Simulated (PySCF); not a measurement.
# C4H2F3S2+: runs on many settings

Which settings matter for C4H2F3S2+ (`FC(F)(F)c1cs[cH+]s1`), and how do bad ones show?

The runs use PySCF 2.14.0, with density-fitted response routines of our own; the level of theory stands in each step. All values are computed, except where a source is named. Atoms are numbered from 0 throughout.

### 1 The molecule as given

11 atoms, charge 1, multiplicity 1; geometry from: GFN2-xTB.

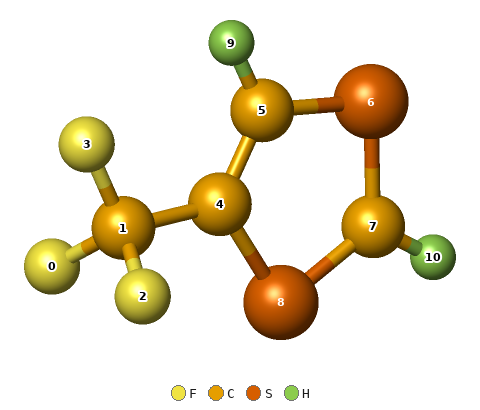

The starting geometry (fluorine yellow, carbon amber, sulfur orange, hydrogen green), atoms numbered; sticks join atoms by distance.

### 2 TDDFT and polarisability: PW91/def2-SVPD

What the job is given:

```
{"job": {"kind": "uv", "xc": "PW91", "basis": "def2-SVPD", "nstates": 1, "ntriplets": 2, "tda": false}, "charge": 1, "multiplicity": 1}
F     -2.130811    -1.336600    -0.422365
C     -1.740767    -0.164391     0.074363
F     -2.173167    -0.088790     1.331374
F     -2.314893     0.802540    -0.627252
C     -0.225774    -0.044692     0.024888
C      0.442033     0.921026    -0.646931
S      2.151175     0.859521    -0.563505
C      2.182757    -0.508724     0.410793
S      0.731387    -1.208269     0.874055
H     -0.036851     1.703999    -1.215710
H      3.120336    -0.932950     0.734326
```

Level: TDDFT PW91/def2-SVPD, vertical, gas phase, core orbitals frozen in the response.

On the command line:

```
> OMP_NUM_THREADS=1 python probes_run.py task.json out
```

The driver reads the jobs from task.json and runs them one after another.

Log:

```text
coarse grid: 12096 points
cycle   1  E = -1248.2467804452  dE =  1.895e+00  |g| = 8.512e-01  |ddm| = 5.836e+00
cycle   2  E = -1247.8921396484  dE =  3.546e-01  |g| = 1.699e+00  |ddm| = 2.606e+00
cycle   3  E = -1248.3738461302  dE = -4.817e-01  |g| = 1.359e-01  |ddm| = 1.677e+00
cycle   4  E = -1248.3745145188  dE = -6.684e-04  |g| = 1.226e-01  |ddm| = 3.929e-01
cycle   5  E = -1248.3787520462  dE = -4.238e-03  |g| = 2.734e-02  |ddm| = 2.355e-01
cycle   6  E = -1248.3789137172  dE = -1.617e-04  |g| = 1.288e-02  |ddm| = 6.049e-02
cycle   7  E = -1248.3789590719  dE = -4.535e-05  |g| = 3.243e-03  |ddm| = 1.982e-02
cycle   8  E = -1248.3789610908  dE = -2.019e-06  |g| = 1.884e-03  |ddm| = 7.685e-03
final grid: 113880 points
cycle   9  E = -1248.5515253882  dE = -2.069e-05  |g| = 1.373e-02  |ddm| = 1.195e-01
cycle  10  E = -1248.5513356791  dE =  1.897e-04  |g| = 3.006e-02  |ddm| = 6.387e-02
cycle  11  E = -1248.5515687848  dE = -2.331e-04  |g| = 3.299e-03  |ddm| = 4.950e-02
cycle  12  E = -1248.5515716118  dE = -2.827e-06  |g| = 1.151e-03  |ddm| = 6.370e-03
cycle  13  E = -1248.5515719788  dE = -3.670e-07  |g| = 3.026e-04  |ddm| = 2.158e-03
cycle  14  E = -1248.5515719972  dE = -1.842e-08  |g| = 1.176e-04  |ddm| = 5.598e-04
cycle  15  E = -1248.5515720006  dE = -3.392e-09  |g| = 4.377e-05  |ddm| = 2.719e-04
cycle  16  E = -1248.5515720011  dE = -5.334e-10  |g| = 1.547e-05  |ddm| = 8.876e-05
converged SCF energy = -1248.5515720011

Static polarisability (au): isotropic 77.111, principal 51.874 82.736 96.722

Singlet excitations
state   eV       nm        f      main configurations
  1   4.6034    269.3   0.03452   H->L 0.91

Triplet excitations (Tamm-Dancoff, eV): 3.3528 3.9619
```

It took 63 s on 1 thread of Arm Neoverse N1, shared host; peak memory 0.73 GiB.

Frontier orbitals and where they lie:

| orbital | eV | atoms |
| --- | --- | --- |
| HOMO−3 | -14.23 | F2 21 %, F0 21 %, C4 15 % |
| HOMO−2 | -14.14 | F2 35 %, F0 35 %, F3 30 % |
| HOMO−1 | -13.59 | S8 38 %, S6 30 %, C5 11 % |
| HOMO | -13.01 | C4 27 %, C5 24 %, C7 22 % |
| LUMO | -9.15 | C7 36 %, S8 26 %, S6 24 % |
| LUMO+1 | -7.54 | C5 35 %, C4 30 %, S6 12 % |
| LUMO+2 | -7.17 | S8 33 %, S6 31 %, C7 13 % |

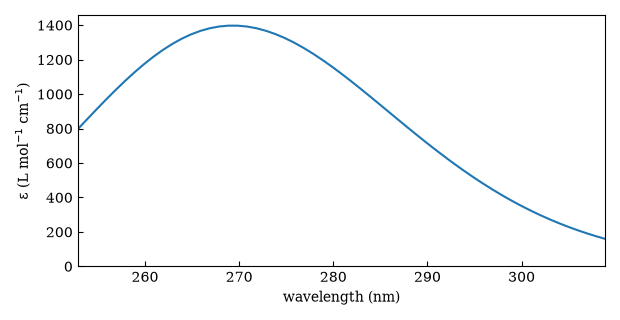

Absorption spectrum: each of the 1 states is a Gaussian band of 0.4 eV half-width at 1/e. Beyond the last state computed it falls off for lack of states.

Further results of this job:

| property | computed |
| --- | --- |
| polarisability (Å³) | 11.43 |
| HOMO–LUMO gap (eV) | 3.86 |
| −ε(HOMO) (eV) | 13.01 |

### 3 Nuclear shieldings: HSE06/6-311G**

Settings changed since step 2:

```diff
@@ -1,2 +1,2 @@
-{"job": {"kind": "uv", "xc": "PW91", "basis": "def2-SVPD", "nstates": 1, "ntriplets": 2, "tda": false}, "charge": 1, "multiplicity": 1}
+{"job": {"kind": "nmr", "xc": "HSE06", "basis": "6-311G**", "pop": true}, "charge": 1, "multiplicity": 1}
 F     -2.130811    -1.336600    -0.422365
```

With the program's defaults for keys left out, this is: GIAO HSE06/6-311G** NMR shielding, non-relativistic, gas phase.

Log:

```text
coarse grid: 12096 points
cycle   1  E = -1248.5541674238  dE =  2.149e+00  |g| = 9.395e-01  |ddm| = 3.275e+00
cycle   2  E = -1248.3753896897  dE =  1.788e-01  |g| = 1.455e+00  |ddm| = 1.368e+00
cycle   3  E = -1248.6967612455  dE = -3.214e-01  |g| = 1.263e-01  |ddm| = 8.417e-01
cycle   4  E = -1248.6978699478  dE = -1.109e-03  |g| = 9.506e-02  |ddm| = 1.777e-01
cycle   5  E = -1248.7002259985  dE = -2.356e-03  |g| = 2.351e-02  |ddm| = 1.016e-01
cycle   6  E = -1248.7003464729  dE = -1.205e-04  |g| = 7.556e-03  |ddm| = 2.750e-02
cycle   7  E = -1248.7003611205  dE = -1.465e-05  |g| = 2.002e-03  |ddm| = 7.679e-03
cycle   8  E = -1248.7003619782  dE = -8.577e-07  |g| = 9.587e-04  |ddm| = 2.287e-03
final grid: 113880 points
cycle   9  E = -1248.7217758411  dE = -6.170e-05  |g| = 1.247e-02  |ddm| = 2.612e-02
cycle  10  E = -1248.7217479808  dE =  2.786e-05  |g| = 1.645e-02  |ddm| = 1.709e-02
cycle  11  E = -1248.7217925316  dE = -4.455e-05  |g| = 2.786e-03  |ddm| = 1.290e-02
cycle  12  E = -1248.7217938765  dE = -1.345e-06  |g| = 1.400e-03  |ddm| = 3.434e-03
cycle  13  E = -1248.7217944786  dE = -6.020e-07  |g| = 2.166e-04  |ddm| = 1.252e-03
cycle  14  E = -1248.7217944997  dE = -2.108e-08  |g| = 6.275e-05  |ddm| = 2.158e-04
cycle  15  E = -1248.7217945004  dE = -6.989e-10  |g| = 2.018e-05  |ddm| = 6.178e-05
converged SCF energy = -1248.7217945004

GIAO shielding tensors (ppm)
atom      isotropic    diamagn.    paramagn.     s11        s22        s33       span
  0 F      226.451     467.641    -241.189    155.793    211.433    312.128    156.334
  1 C       64.592     243.481    -178.889     49.404     68.591     75.781     26.377
  2 F      226.537     467.635    -241.099    155.890    211.576    312.145    156.255
  3 F      256.807     468.890    -212.083    193.407    231.611    345.402    151.995
  4 C       24.888     268.302    -243.414    -43.828     13.159    105.332    149.160
  5 C       38.891     258.781    -219.889    -44.277     21.334    139.617    183.893
  6 S       79.242    1053.389    -974.147   -169.141     73.819    333.047    502.188
  7 C       -7.136     264.372    -271.508   -134.188    -28.296    141.076    275.264
  8 S       76.332    1054.605    -978.273   -179.993     50.371    358.617    538.610
  9 H       22.519      30.050      -7.531     18.097     22.906     26.555      8.458
 10 H       21.266      27.842      -6.577     19.023     20.984     23.790      4.767
```

Wall time 76 s (1 thread of Arm Neoverse N1, shared host); peak memory 1.1 GiB.

The references, computed at this level on geometries of the same kind, shield at (ppm): ¹H TMS 32.09, ¹³C TMS 189.8, ¹⁹F CFCl3 164.5. Their shielding less the atom's gives the shift. The references are single molecules in the gas phase, so shifts against H2O, NH3, PH3, H3PO4 or CFCl3 are not on the usual liquid scales and can be off by tens of ppm. Atoms listed in one row are averaged.

| atoms | environment | σ (ppm) | δ (ppm) |
| --- | --- | --- | --- |
| C7 | aromatic CH between two ring heteroatoms | -7.1 | 196.9 |
| C4 | substituted aromatic carbon next to the ring sulfur | 24.9 | 164.9 |
| C5 | aromatic CH next to the ring sulfur | 38.9 | 150.9 |
| C1 | CF3 carbon | 64.6 | 125.2 |
| H10 | hydrogen on an aromatic CH between two ring heteroatoms | 21.27 | 10.82 |
| H9 | hydrogen on an aromatic CH next to the ring sulfur | 22.52 | 9.57 |
| F0, F2, F3 | fluorine of a CF3 group | 236.6 | -72.1 |
| S8 | aromatic ring sulfur | 76 | – |
| S6 | aromatic ring sulfur | 79 | – |

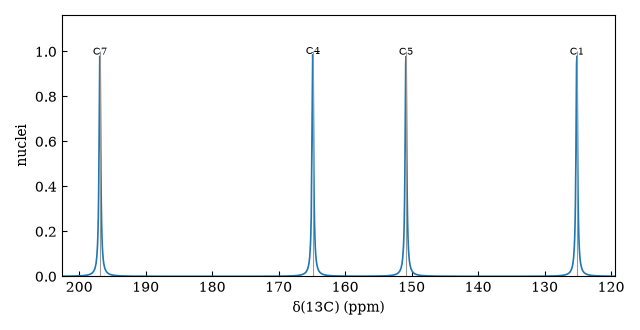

¹³C lines at the computed shifts, without couplings. Lines are broadened to a width of 0.29 ppm (Lorentzian).

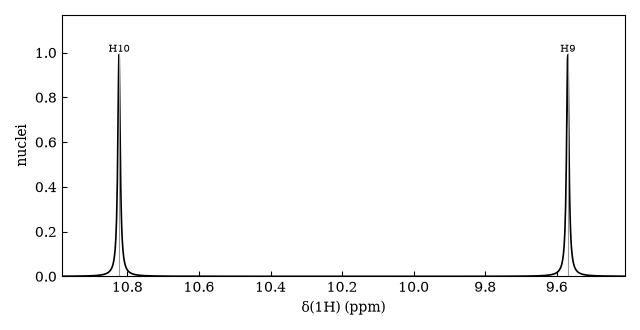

¹H lines at the computed shifts, without couplings. Lines are broadened to a width of 0.01 ppm (Lorentzian).

Charges from the same density, by scheme (e):

| atoms | Mulliken | IAO | Hirshfeld | ESP fit |
| --- | --- | --- | --- | --- |
| F0, F2, F3 | -0.16 | -0.25 | -0.06 | -0.14 |
| C1 | 0.77 | 0.82 | 0.27 | 0.59 |
| C4 | -0.44 | -0.17 | -0.02 | -0.18 |
| C5 | -0.17 | -0.26 | -0.02 | -0.11 |
| S6 | 0.61 | 0.63 | 0.37 | 0.40 |
| C7 | -0.42 | -0.41 | 0.00 | -0.27 |
| S8 | 0.63 | 0.63 | 0.35 | 0.43 |

Hirshfeld charges:

| atom | value (e) |
| --- | --- |
| F0 | -0.06 |
| C1 | 0.27 |
| F2 | -0.06 |
| F3 | -0.04 |
| C4 | -0.02 |
| C5 | -0.02 |
| S6 | 0.37 |
| C7 | 0.00 |
| S8 | 0.35 |
| H9 | 0.11 |
| H10 | 0.12 |

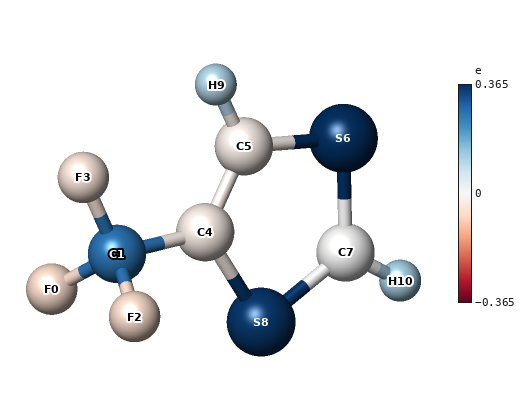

Hirshfeld charges, as colours on the atoms.

Mayer bond orders: F0–C1 1.08, C1–F2 1.09, C1–F3 1.09, C1–C4 0.94, C4–C5 1.62, C5–S6 1.18, S6–C7 1.34, C7–S8 1.36, S8–C4 1.16.

Ring of atoms C4, C5, S6, C7, S8: NICS(0) -13.4, NICS(1) -11.8, NICS(1)zz -26.5 ppm (means of both faces).

### 4 NMR shieldings: PBE0/pcSseg-1

Settings changed since step 3:

```diff
@@ -1,2 +1,2 @@
-{"job": {"kind": "nmr", "xc": "HSE06", "basis": "6-311G**", "pop": true}, "charge": 1, "multiplicity": 1}
+{"job": {"kind": "nmr", "xc": "PBE0", "basis": "pcSseg-1", "pop": false}, "charge": 1, "multiplicity": 1}
 F     -2.130811    -1.336600    -0.422365
```

Level: GIAO PBE0/pcSseg-1 NMR shielding, non-relativistic, gas phase.

Log:

```text
coarse grid: 12096 points
cycle   1  E = -1248.2088697835  dE =  2.201e+00  |g| = 9.066e-01  |ddm| = 3.626e+00
cycle   2  E = -1248.0705391490  dE =  1.383e-01  |g| = 1.359e+00  |ddm| = 1.360e+00
cycle   3  E = -1248.3550573179  dE = -2.845e-01  |g| = 1.032e-01  |ddm| = 7.813e-01
cycle   4  E = -1248.3563506266  dE = -1.293e-03  |g| = 6.647e-02  |ddm| = 1.525e-01
cycle   5  E = -1248.3574250442  dE = -1.074e-03  |g| = 1.995e-02  |ddm| = 8.018e-02
cycle   6  E = -1248.3575194398  dE = -9.440e-05  |g| = 4.700e-03  |ddm| = 2.443e-02
cycle   7  E = -1248.3575248679  dE = -5.428e-06  |g| = 1.707e-03  |ddm| = 6.068e-03
final grid: 113880 points
cycle   8  E = -1248.4341616933  dE = -2.366e-05  |g| = 1.162e-02  |ddm| = 3.060e-02
cycle   9  E = -1248.4341086638  dE =  5.303e-05  |g| = 1.875e-02  |ddm| = 2.658e-02
cycle  10  E = -1248.4341931553  dE = -8.449e-05  |g| = 1.830e-03  |ddm| = 1.702e-02
cycle  11  E = -1248.4341940134  dE = -8.582e-07  |g| = 5.299e-04  |ddm| = 2.141e-03
cycle  12  E = -1248.4341940839  dE = -7.048e-08  |g| = 1.287e-04  |ddm| = 5.930e-04
cycle  13  E = -1248.4341940869  dE = -3.034e-09  |g| = 3.435e-05  |ddm| = 1.221e-04
cycle  14  E = -1248.4341940871  dE = -1.960e-10  |g| = 1.474e-05  |ddm| = 3.745e-05
converged SCF energy = -1248.4341940871

GIAO shielding tensors (ppm)
atom      isotropic    diamagn.    paramagn.     s11        s22        s33       span
  0 F      224.596     470.627    -246.031    153.348    210.713    309.725    156.377
  1 C       59.747     235.794    -176.047     44.463     63.735     71.043     26.580
  2 F      224.691     470.621    -245.930    153.446    210.870    309.756    156.311
  3 F      253.895     471.465    -217.570    190.684    229.825    341.177    150.493
  4 C       20.873     269.563    -248.690    -49.354      9.033    102.940    152.294
  5 C       34.190     255.424    -221.235    -49.766     14.416    137.919    187.685
  6 S       78.258    1054.473    -976.215   -171.654     70.267    336.160    507.814
  7 C      -13.181     266.307    -279.488   -141.434    -36.974    138.865    280.299
  8 S       72.273    1055.022    -982.750   -186.253     44.650    358.421    544.675
  9 H       22.169      29.553      -7.384     17.673     22.873     25.960      8.287
 10 H       20.960      27.176      -6.216     18.455     21.060     23.365      4.910
```

Wall time 34 s (1 thread of Arm Neoverse N1, shared host); peak memory 0.89 GiB.

This run: δ C7 200.1, C4 166.1, C5 152.7, C1 127.2, H10 10.76, H9 9.55 ppm.

### 5 Shielding tensors: r2SCAN/pcSseg-1

Settings changed since step 4:

```diff
@@ -1,2 +1,2 @@
-{"job": {"kind": "nmr", "xc": "PBE0", "basis": "pcSseg-1", "pop": false}, "charge": 1, "multiplicity": 1}
+{"job": {"kind": "nmr", "xc": "r2SCAN", "basis": "pcSseg-1", "pop": true, "grid": 0, "scf": {"max_cycle": 77}}, "charge": 1, "multiplicity": 1}
 F     -2.130811    -1.336600    -0.422365
```

Level: r2SCAN/pcSseg-1.

Log:

```text
NotImplementedError: meta-GGA GIAO
```

It took 22 s on 1 thread of Arm Neoverse N1, shared host; peak memory 0.78 GiB.

**What went wrong.** This response code has no terms for the kinetic-energy density, so it refuses meta-GGA functionals here. Cure: take a GGA or a hybrid, or another code.

### 6 NMR shieldings: WP04/pcSseg-1

Settings changed since step 5:

```diff
@@ -1,2 +1,2 @@
-{"job": {"kind": "nmr", "xc": "r2SCAN", "basis": "pcSseg-1", "pop": true, "grid": 0, "scf": {"max_cycle": 77}}, "charge": 1, "multiplicity": 1}
+{"job": {"kind": "nmr", "xc": "WP04", "basis": "pcSseg-1", "pop": false}, "charge": 1, "multiplicity": 1}
 F     -2.130811    -1.336600    -0.422365
```

With the program's defaults for keys left out, this is: GIAO WP04/pcSseg-1 NMR shielding, non-relativistic, gas phase.

Log:

```text
coarse grid: 12096 points
cycle   1  E = -1265.0635207541  dE =  2.128e+00  |g| = 1.289e+00  |ddm| = 3.670e+00
cycle   2  E = -1264.6115219575  dE =  4.520e-01  |g| = 2.171e+00  |ddm| = 1.807e+00
cycle   3  E = -1265.3020715875  dE = -6.905e-01  |g| = 1.590e-01  |ddm| = 1.216e+00
cycle   4  E = -1265.3015981577  dE =  4.734e-04  |g| = 1.590e-01  |ddm| = 2.782e-01
cycle   5  E = -1265.3084002843  dE = -6.802e-03  |g| = 2.701e-02  |ddm| = 1.618e-01
cycle   6  E = -1265.3085407832  dE = -1.405e-04  |g| = 1.463e-02  |ddm| = 3.479e-02
cycle   7  E = -1265.3085914132  dE = -5.063e-05  |g| = 3.897e-03  |ddm| = 1.497e-02
cycle   8  E = -1265.3085948495  dE = -3.436e-06  |g| = 1.413e-03  |ddm| = 4.548e-03
final grid: 113880 points
cycle   9  E = -1265.4094484643  dE = -4.660e-05  |g| = 8.462e-03  |ddm| = 3.034e-02
cycle  10  E = -1265.4094105714  dE =  3.789e-05  |g| = 1.525e-02  |ddm| = 1.971e-02
cycle  11  E = -1265.4094635844  dE = -5.301e-05  |g| = 1.384e-03  |ddm| = 1.422e-02
cycle  12  E = -1265.4094640390  dE = -4.546e-07  |g| = 5.464e-04  |ddm| = 1.802e-03
cycle  13  E = -1265.4094641149  dE = -7.584e-08  |g| = 1.853e-04  |ddm| = 6.143e-04
cycle  14  E = -1265.4094641223  dE = -7.418e-09  |g| = 5.852e-05  |ddm| = 1.983e-04
cycle  15  E = -1265.4094641229  dE = -5.607e-10  |g| = 2.983e-05  |ddm| = 7.939e-05
converged SCF energy = -1265.4094641229

GIAO shielding tensors (ppm)
atom      isotropic    diamagn.    paramagn.     s11        s22        s33       span
  0 F      223.914     473.438    -249.524    148.641    203.600    319.500    170.859
  1 C       43.252     238.851    -195.599     27.988     47.596     54.173     26.185
  2 F      223.989     473.433    -249.443    148.709    203.733    319.526    170.818
  3 F      250.327     474.237    -223.910    180.695    223.565    346.720    166.025
  4 C        6.817     269.638    -262.821    -65.437     -3.170     89.058    154.495
  5 C       18.893     256.890    -237.996    -66.778     -0.415    123.873    190.652
  6 S       31.418    1058.043   -1026.625   -211.399     24.817    280.835    492.234
  7 C      -31.227     266.570    -297.797   -166.639    -51.631    124.588    291.227
  8 S       22.353    1058.975   -1036.622   -229.858     -1.133    298.050    527.908
  9 H       22.613      30.354      -7.741     18.460     22.844     26.536      8.076
 10 H       21.333      27.216      -5.884     19.235     20.725     24.038      4.803
```

It took 34 s on 1 thread of Arm Neoverse N1, shared host; peak memory 0.83 GiB.

In short: δ C7 206.3, C4 168.3, C5 156.2, C1 131.8, H10 10.66, H9 9.38 ppm.

### 7 Run by run: NMR shifts

Shifts (ppm), means over like atoms, with basis size and wall time:

| run | C7 | C4 | C5 | C1 | H10 | H9 | F0 | functions | time |
| --- | --- | --- | --- | --- | --- | --- | --- | --- | --- |
| HSE06/6-311G** | 196.9 | 164.9 | 150.9 | 125.2 | 10.82 | 9.57 | -72.1 | 190 | 76 s |
| PBE0/pcSseg-1 | 200.1 | 166.1 | 152.7 | 127.2 | 10.76 | 9.55 | -63.4 | 177 | 34 s |
| WP04/pcSseg-1 | 206.3 | 168.3 | 156.2 | 131.8 | 10.66 | 9.38 | -62.5 | 177 | 34 s |

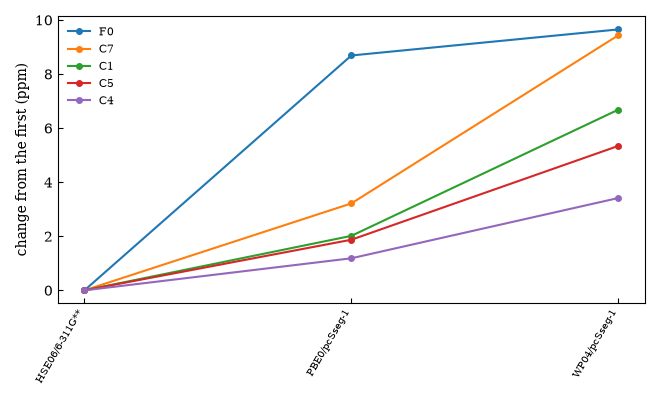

How five of the tabulated atoms move from run to run.

### 8 Results

| quantity | value |
| --- | --- |
| lowest singlet (PW91/def2-SVPD) | 4.60 eV (269 nm), f = 0.035 |
| lowest triplet | 3.35 eV |
| ¹³C shifts against TMS (HSE06/6-311G**) | 196.9, 164.9, 150.9, 125.2 ppm |
| ¹H shifts against TMS (HSE06/6-311G**) | 10.82, 9.57 ppm |
| ¹⁹F shifts against CFCl3 (HSE06/6-311G**, means over atoms taken as alike) | -72.1 ppm |
| shieldings of S (HSE06/6-311G**) | S8 76.3, S6 79.2 ppm |
| range of the shift of F0 (with its like atoms) | -72.1 to -62.5 ppm |
| property runs in this session | 5, of which 1 failed and 0 gave unsound results |

Single values in the summary come from the first sound run of each kind (PW91/def2-SVPD; HSE06/6-311G**), which need not be the best level. The lowest singlet, at 4.60 eV, is HOMO→LUMO 0.91 and is weak. The lowest triplet lies 1.25 eV below the lowest singlet (triplets in Tamm-Dancoff, singlets in full TDDFT). At HSE06/6-311G**: Shielding is most anisotropic at S8 (span 539 ppm, paramagnetic term -978 ppm). NICS(1)zz of -26 ppm above the planar ring from C4 marks a diatropic (aromatic) ring current. Among the atoms with a shift in every run: Across the 3 runs the shift of F0 (with its like atoms) moves most, between -72.1 (HSE06/6-311G**) and -62.5 ppm (WP04/pcSseg-1). Part of that comes from the computed reference.
